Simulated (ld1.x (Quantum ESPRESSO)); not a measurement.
# Pseudopotential generation for W: TM, PBEsol, part 2 of 2

Task: generate the file, and judge it by its errors in other configurations, its logarithmic derivatives, its ghosts and its cutoff.

ld1.x (Quantum ESPRESSO) 7.5; PBEsol, scalar-relativistic. Earlier steps stand in the parts before.

### Step 3. Transferability test

File W.test.in:

```
 &input
   title='W', zed=74., rel=1, dft='PBESOL', iswitch=2,
   config='[Xe] 4f14 5d4 6s2 6p0'
 /
 &test
   file_pseudo='W.UPF', nconf=8,
   configts(1)='5d4 6s2 6p0',
   configts(2)='5d4 6s1 6p0',
   configts(3)='5d4 6s0 6p0',
   configts(4)='5d3 6s0 6p0',
   configts(5)='5d4 6s0 6p1',
   configts(6)='5d3 6s2 6p0',
   configts(7)='5d5 6s0 6p0',
   configts(8)='5d4.5 6s1.5 6p0'
 /
```

Started as:

```console
ld1.x < W.test.in > W.test.out
```

W.test.out, the pseudopotential blocks, each with the warnings that came before it:

```text
     ---------------------- Testing the pseudopotential ----------------------

     W
     scalar relativistic calculation

     atomic number is 74.00   valence charge is  6.00
     dft =PBESOL   lsd =0 sic =0 latt =0  beta=0.20 tr2=1.0E-14
     mesh =1273 r(mesh) =  99.08072 xmin = -7.00 dx = 0.01250

     n l     nl             e AE (Ry)        e PS (Ry)    De AE-PS (Ry)
     3 2     5D   1( 4.00)       -0.33160       -0.33160        0.00000
     1 0     6S   1( 2.00)       -0.42231       -0.42231        0.00000
     2 1     6P   1( 0.00)       -0.09787       -0.09787       -0.00000

     eps = 1.4E-15  iter = 16

     Etot =  -32275.537659 Ry,  -16137.768830 Ha, -439131.060774 eV
     Etotps =   -43.348288 Ry,     -21.674144 Ha,    -589.783499 eV

     Ekin =      12.897210 Ry,       6.448605 Ha,     175.475480 eV
     Encl =     -37.003118 Ry,     -18.501559 Ha,    -503.453065 eV
     Ehrt =      13.450501 Ry,       6.725250 Ha,     183.003389 eV
     Ecxc =     -33.586271 Ry,     -16.793136 Ha,    -456.964497 eV
     (Ecc =     -28.308621 Ry,     -14.154311 Ha,    -385.158410 eV)
     Epseu=       0.893390 Ry,       0.446695 Ha,      12.155195 eV

     ---------------------- End of pseudopotential test ----------------------

     Warning: n=2, l=1 expected 0 nodes, found 1
     ---------------------- Testing the pseudopotential ----------------------

     W
     scalar relativistic calculation

     atomic number is 74.00   valence charge is  6.00
     dft =PBESOL   lsd =0 sic =0 latt =0  beta=0.20 tr2=1.0E-14
     mesh =1273 r(mesh) =  99.08072 xmin = -7.00 dx = 0.01250

     n l     nl             e AE (Ry)        e PS (Ry)    De AE-PS (Ry)
     3 2     5D   1( 4.00)       -0.86540       -0.86411       -0.00130
     1 0     6S   1( 1.00)       -0.89848       -0.89975        0.00127
     2 1     6P   1( 0.00)       -0.49824       -0.52194        0.02369  !

     eps = 3.4E-15  iter = 13

     Etot =  -32274.881712 Ry,  -16137.440856 Ha, -439122.136149 eV
     Etotps =   -42.691550 Ry,     -21.345775 Ha,    -580.848122 eV
     dEtot_ae =       0.655948 Ry
     dEtot_ps =       0.656738 Ry,   Delta E=      -0.000790 Ry

     Ekin =      13.378636 Ry,       6.689318 Ha,     182.025614 eV
     Encl =     -33.839347 Ry,     -16.919674 Ha,    -460.407772 eV
     Ehrt =      10.473926 Ry,       5.236963 Ha,     142.505017 eV
     Ecxc =     -33.240566 Ry,     -16.620283 Ha,    -452.260945 eV
     (Ecc =     -28.308621 Ry,     -14.154311 Ha,    -385.158410 eV)
     Epseu=       0.535802 Ry,       0.267901 Ha,       7.289963 eV

     ---------------------- End of pseudopotential test ----------------------

     ---------------------- Testing the pseudopotential ----------------------

     W
     scalar relativistic calculation

     atomic number is 74.00   valence charge is  6.00
     dft =PBESOL   lsd =0 sic =0 latt =0  beta=0.20 tr2=1.0E-14
     mesh =1273 r(mesh) =  99.08072 xmin = -7.00 dx = 0.01250

     n l     nl             e AE (Ry)        e PS (Ry)    De AE-PS (Ry)
     3 2     5D   1( 4.00)       -1.46302       -1.46165       -0.00136
     1 0     6S   1( 0.00)       -1.41469       -1.41888        0.00418
     2 1     6P   1( 0.00)       -0.94600       -1.15424        0.20825  !

     eps = 8.1E-15  iter =  8

     Etot =  -32273.728137 Ry,  -16136.864069 Ha, -439106.440969 eV
     Etotps =   -41.535081 Ry,     -20.767541 Ha,    -565.113570 eV
     dEtot_ae =       1.809522 Ry
     dEtot_ps =       1.813206 Ry,   Delta E=      -0.003684 Ry

     Ekin =      13.834096 Ry,       6.917048 Ha,     188.222471 eV
     Encl =     -30.194791 Ry,     -15.097396 Ha,    -410.821061 eV
     Ehrt =       7.692535 Ry,       3.846268 Ha,     104.662275 eV
     Ecxc =     -32.866922 Ry,     -16.433461 Ha,    -447.177255 eV
     (Ecc =     -28.308621 Ry,     -14.154311 Ha,    -385.158410 eV)

     ---------------------- End of pseudopotential test ----------------------

     Warning: n=1, l=0 expected 0 nodes, found 1
     ---------------------- Testing the pseudopotential ----------------------

     W
     scalar relativistic calculation

     atomic number is 74.00   valence charge is  6.00
     dft =PBESOL   lsd =0 sic =0 latt =0  beta=0.20 tr2=1.0E-14
     mesh =1273 r(mesh) =  99.08072 xmin = -7.00 dx = 0.01250

     n l     nl             e AE (Ry)        e PS (Ry)    De AE-PS (Ry)
     3 2     5D   1( 3.00)       -2.28777       -2.30413        0.01636  !
     1 0     6S   1( 0.00)       -2.07446       -2.11256        0.03810  !
     2 1     6P   1( 0.00)       -1.51670       -1.51670        0.00000

     eps = 3.0E-15  iter = 11

     Etot =  -32271.861003 Ry,  -16135.930502 Ha, -439081.037319 eV
     Etotps =   -39.661475 Ry,     -19.830738 Ha,    -539.621858 eV
     dEtot_ae =       3.676656 Ry
     dEtot_ps =       3.686813 Ry,   Delta E=      -0.010157 Ry

     Ekin =      11.569882 Ry,       5.784941 Ha,     157.416259 eV
     Encl =     -23.901786 Ry,     -11.950893 Ha,    -325.200369 eV
     Ehrt =       4.629136 Ry,       2.314568 Ha,      62.982599 eV
     Ecxc =     -31.958706 Ry,     -15.979353 Ha,    -434.820347 eV
     (Ecc =     -28.308621 Ry,     -14.154311 Ha,    -385.158410 eV)

     ---------------------- End of pseudopotential test ----------------------

     BEWARE! Errors in PS-KS equations
     ---------------------- Testing the pseudopotential ----------------------

     W
     scalar relativistic calculation

     atomic number is 74.00   valence charge is  6.00
     dft =PBESOL   lsd =0 sic =0 latt =0  beta=0.20 tr2=1.0E-14
     mesh =1273 r(mesh) =  99.08072 xmin = -7.00 dx = 0.01250

     n l     nl             e AE (Ry)        e PS (Ry)    De AE-PS (Ry)
     3 2     5D   1( 4.00)       -0.95881       -1.46165        0.50285  !
     1 0     6S   1( 0.00)       -0.96567       -1.25537        0.28970  !
     2 1     6P   1( 1.00)       -0.55585       -0.55585        0.00000

     eps = 8.1E-15  iter = 22

     Etot =  -32274.476703 Ry,  -16137.238351 Ha, -439116.625725 eV
     Etotps =   -42.090934 Ry,     -21.045467 Ha,    -572.676332 eV
     dEtot_ae =       1.060957 Ry
     dEtot_ps =       1.257354 Ry,   Delta E=      -0.196397 Ry

     Ekin =      13.278244 Ry,       6.639122 Ha,     180.659718 eV
     Encl =     -30.194792 Ry,     -15.097396 Ha,    -410.821071 eV
     Ehrt =       7.692536 Ry,       3.846268 Ha,     104.662277 eV
     Ecxc =     -32.866922 Ry,     -16.433461 Ha,    -447.177257 eV
     (Ecc =     -28.308621 Ry,     -14.154311 Ha,    -385.158410 eV)

     ---------------------- End of pseudopotential test ----------------------

     ---------------------- Testing the pseudopotential ----------------------

     W
     scalar relativistic calculation

     atomic number is 74.00   valence charge is  6.00
     dft =PBESOL   lsd =0 sic =0 latt =0  beta=0.20 tr2=1.0E-14
     mesh =1273 r(mesh) =  99.08072 xmin = -7.00 dx = 0.01250

     n l     nl             e AE (Ry)        e PS (Ry)    De AE-PS (Ry)
     3 2     5D   1( 3.00)       -0.99568       -1.00531        0.00964  !
     1 0     6S   1( 2.00)       -0.96921       -0.96865       -0.00056
     2 1     6P   1( 0.00)       -0.54250       -0.54250        0.00000

     eps = 1.5E-15  iter = 15

     Etot =  -32274.885480 Ry,  -16137.442740 Ha, -439122.187418 eV
     Etotps =   -42.692295 Ry,     -21.346148 Ha,    -580.858268 eV
     dEtot_ae =       0.652180 Ry
     dEtot_ps =       0.655992 Ry,   Delta E=      -0.003813 Ry

     Ekin =      11.176329 Ry,       5.588165 Ha,     152.061703 eV
     Encl =     -32.047704 Ry,     -16.023852 Ha,    -436.031221 eV
     Ehrt =       9.888328 Ry,       4.944164 Ha,     134.537556 eV
     Ecxc =     -32.865140 Ry,     -16.432570 Ha,    -447.153008 eV
     (Ecc =     -28.308621 Ry,     -14.154311 Ha,    -385.158410 eV)
     Epseu=       1.155891 Ry,       0.577946 Ha,      15.726702 eV

     ---------------------- End of pseudopotential test ----------------------

     ---------------------- Testing the pseudopotential ----------------------

     W
     scalar relativistic calculation

     atomic number is 74.00   valence charge is  6.00
     dft =PBESOL   lsd =0 sic =0 latt =0  beta=0.20 tr2=1.0E-14
     mesh =1273 r(mesh) =  99.08072 xmin = -7.00 dx = 0.01250

     n l     nl             e AE (Ry)        e PS (Ry)    De AE-PS (Ry)
     3 2     5D   1( 5.00)       -0.74759       -0.74261       -0.00498
     1 0     6S   1( 0.00)       -0.83106       -0.83611        0.00505  !
     2 1     6P   1( 0.00)       -0.45533       -0.45969        0.00436

     eps = 4.4E-17  iter =  9

     Etot =  -32274.822991 Ry,  -16137.411496 Ha, -439121.337220 eV
     Etotps =   -42.625840 Ry,     -21.312920 Ha,    -579.954096 eV
     dEtot_ae =       0.714668 Ry
     dEtot_ps =       0.722448 Ry,   Delta E=      -0.007780 Ry

     Ekin =      15.264405 Ry,       7.632202 Ha,     207.682809 eV
     Encl =     -35.371180 Ry,     -17.685590 Ha,    -481.249419 eV
     Ehrt =      11.051311 Ry,       5.525655 Ha,     150.360743 eV
     Ecxc =     -33.570376 Ry,     -16.785188 Ha,    -456.748229 eV
     (Ecc =     -28.308621 Ry,     -14.154311 Ha,    -385.158410 eV)

     ---------------------- End of pseudopotential test ----------------------

     ---------------------- Testing the pseudopotential ----------------------

     W
     scalar relativistic calculation

     atomic number is 74.00   valence charge is  6.00
     dft =PBESOL   lsd =0 sic =0 latt =0  beta=0.20 tr2=1.0E-14
     mesh =1273 r(mesh) =  99.08072 xmin = -7.00 dx = 0.01250

     n l     nl             e AE (Ry)        e PS (Ry)    De AE-PS (Ry)
     3 2     5D   1( 4.50)       -0.28611       -0.28408       -0.00204
     1 0     6S   1( 1.50)       -0.40029       -0.40166        0.00137
     2 1     6P   1( 0.00)       -0.08884       -0.08889        0.00005

     eps = 6.8E-15  iter = 10

     Etot =  -32275.486470 Ry,  -16137.743235 Ha, -439130.364305 eV
     Etotps =   -43.296048 Ry,     -21.648024 Ha,    -589.072747 eV
     dEtot_ae =       0.051189 Ry
     dEtot_ps =       0.052239 Ry,   Delta E=      -0.001050 Ry

     Ekin =      13.756985 Ry,       6.878493 Ha,     187.173319 eV
     Encl =     -37.660973 Ry,     -18.830487 Ha,    -512.403646 eV
     Ehrt =      13.683848 Ry,       6.841924 Ha,     186.178233 eV
     Ecxc =     -33.719615 Ry,     -16.859807 Ha,    -458.778730 eV
     (Ecc =     -28.308621 Ry,     -14.154311 Ha,    -385.158410 eV)
     Epseu=       0.643707 Ry,       0.321853 Ha,       8.758077 eV

     ---------------------- End of pseudopotential test ----------------------
```

1 test gave no usable energy difference (5d4 6s0 6p1).

Energies count from the reference configuration 5d4 6s2 6p0; the error is all-electron less pseudo. A star marks tests that logged a warning.

| valence configuration | charge | ΔE all-electron (eV) | error AE − PS (meV) |
| --- | --- | --- | --- |
| 5d4 6s1 6p0 * | +1 | 8.925 | -11 |
| 5d4 6s0 6p0 | +2 | 24.620 | -50 |
| 5d3 6s0 6p0 * | +3 | 50.023 | -138 |
| 5d3 6s2 6p0 | +1 | 8.873 | -52 |
| 5d5 6s0 6p0 | +1 | 9.724 | -106 |
| 5d4.5 6s1.5 6p0 | 0 | 0.696 | -14 |

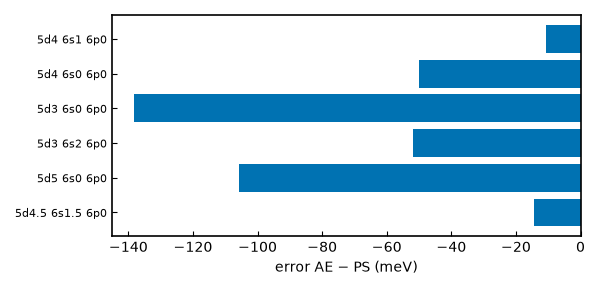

Error of the potential in each test configuration.

### Step 4. Does it scatter like the atom?

Taken from the files of the generation run. The phase is arctan(r·u′/u) with u = r·R, unwrapped, with energies in Ry. A pole is an energy at which the radial function vanishes at the test radius. The pseudo phase is shifted by a multiple of π to meet the all-electron one at the reference energy. Levels narrower than the energy grid can be missing from the poles. The last column is the largest difference on the grid between −1 and +1 Ry.

```tsv
channel	radius (bohr)	reference (Ry)	poles AE	poles PS	window around the reference with phases within 0.05 rad (Ry)	largest difference near zero (rad)
s	3.05	-0.42	0.97	0.94	below 2.3	0.005
p	3.05	-0.10	2.25	-0.27, 2.51	-0.2 to 0.2	3.117
d	3.05	-0.33	-0.01, 4.53	-0.01, 4.55	below 1.8	0.003
```

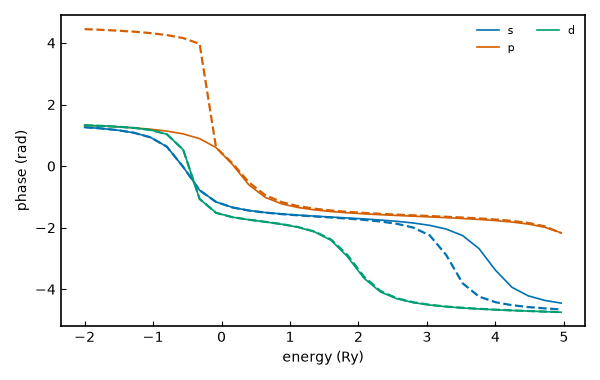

All-electron (solid) and pseudo (dashed) phases against energy.

### Step 5. Plane-wave convergence, by spherical Bessel functions

A separate test, outside the generator: the pseudo-atom's Hamiltonian at the reference potential is diagonalised in spherical Bessel functions j_l(qr) that vanish at 20 bohr, with q² up to the cutoff.

All-electron valence levels (Ry): 6s -0.4223, 6p -0.0979, 5d -0.3316. The lowest levels of each channel (Ry) by cutoff; the last column sums, over occupied levels, occupation times the distance from the level at 400 Ry. A positive value at high cutoff is not a bound level.

```tsv
cutoff (Ry)	s #1	s #2	p #1	p #2	d #1	f #1	Σ f·Δε (mRy)
8	-1.5456	-0.4168	-0.0979	0.0502	-0.0796	0.1102	1019.2
10	-2.1456	-0.4190	-0.0981	0.0502	-0.1462	0.1102	748.1
12	-2.5564	-0.4207	-0.0981	0.0502	-0.2096	0.1102	491.2
15	-2.7972	-0.4218	-0.0988	-0.0681	-0.2603	0.1102	286.3
18	-2.9466	-0.4222	-0.1926	-0.0976	-0.3068	0.1102	99.5
25	-2.9804	-0.4222	-0.2606	-0.0977	-0.3282	0.1102	13.7
30	-2.9811	-0.4223	-0.2625	-0.0978	-0.3312	0.1102	1.7
35	-2.9815	-0.4223	-0.2628	-0.0978	-0.3315	0.1102	0.3
40	-2.9820	-0.4223	-0.2629	-0.0978	-0.3316	0.1102	0.2
45	-2.9822	-0.4223	-0.2629	-0.0978	-0.3316	0.1102	0.2
400	-2.9823	-0.4223	-0.2634	-0.0979	-0.3316	0.1102	0.0
```

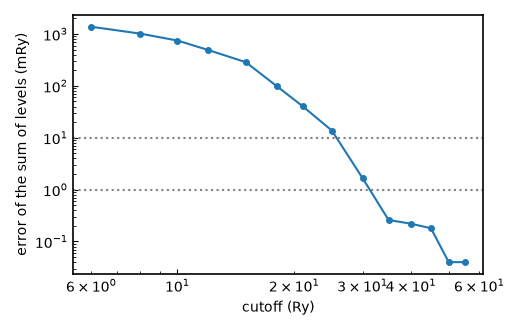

Occupation-weighted error of the valence levels against the cutoff; the dotted lines mark 10 and 1 mRy.

The sum stays within 10 mRy from 30 Ry and within 1 mRy from 35 Ry. The sum leaves out empty levels, which can need more. Ghost test: ghost states, bound below the all-electron valence or empty levels of the same l: s at -40.6 eV, p at -3.6 eV.

### Step 6. Outcome

What follows sums up all 2 parts.

| quantity | value |
| --- | --- |
| cutoffs for 10 and 1 mRy, occupied levels | 30 Ry and 35 Ry |
| bound ghosts | s at -40.58 eV, p at -3.58 eV |
| largest test error (AE − PS) | -138 meV, for 5d3 6s0 6p0 (one of 3 tests with a warning) (1 test unsolved) |
| largest phase difference near zero energy, channels read | 3.117 rad |

**Reading.** It has a bound ghost (s, p), a state that the atom doesn't have, and that rules the file out. The worst unpolarised test, 5d3 6s0 6p0, is off by 138 meV on 50.0 eV; by total energies transferability rates as fair for so large an energy. That test lies far up in energy; among those under 40 eV, nearer to bonding, the largest error is 106 meV. Of the tests 1 gave no usable energy difference, which is a warning in itself. The potential is soft on the atom at that tolerance: the looser tolerance needs 30 Ry. The slowest occupied level is 5d: taken alone it needs 30 Ry to come within 1 mRy, against 15 Ry for 6s. Near zero energy the largest phase difference among the channels read is 3.12 rad, in the p channel. A step near π is an extra or missing state, not a misfit of shape. The pseudo curves have a pole with no partner nearby in the atom's: p at -0.27 Ry. All of this concerns the isolated atom, not yet a solid.
